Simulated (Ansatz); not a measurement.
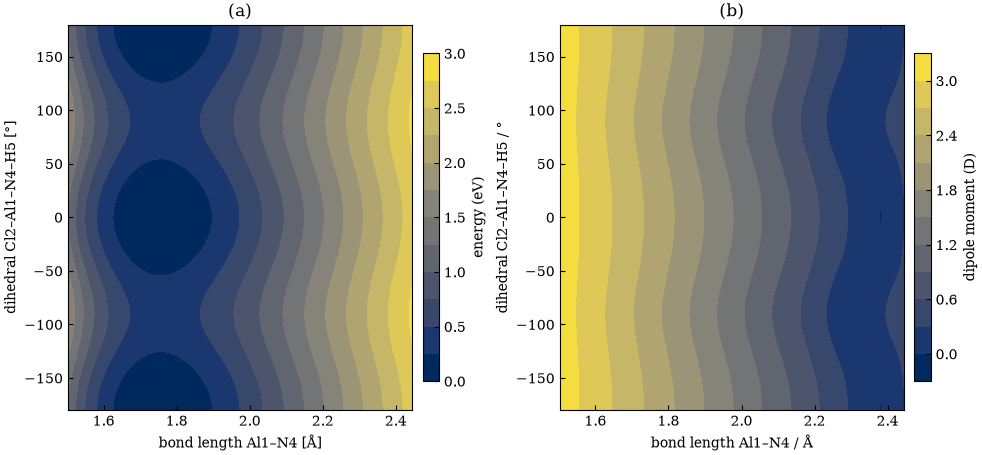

AlCl2(NH2). 
- Coordinates scanned: (1) bond length Al1–N4; (2) dihedral Cl2–Al1–N4–H5.
- Nothing is relaxed (all other coordinates rigid).
- The grid has 13 × 12 points; 52 points were computed and 104 follow by symmetry.
- Points are written as (first, second).
- All energies are given in eV relative to the relaxed molecule at the same level.
- Level of theory: RKS PBE0-D4/def2-TZVP (Ansatz 0.2.0).

Panel (a) is the energy; panel (b) is the computed dipole moment, in D.

In the figure: filled contours. Between grid points the surface is interpolated.

### How does the dipole moment vary over the map, and what is it at the lowest grid point?

Leaving out the highest fifth of the energies, it runs from 0.27 D at (2.288 Å, −150°) to 3.17 D at (1.502 Å, −150°). At the lowest grid point, (1.738 Å, −180°), it is 2.38 D.
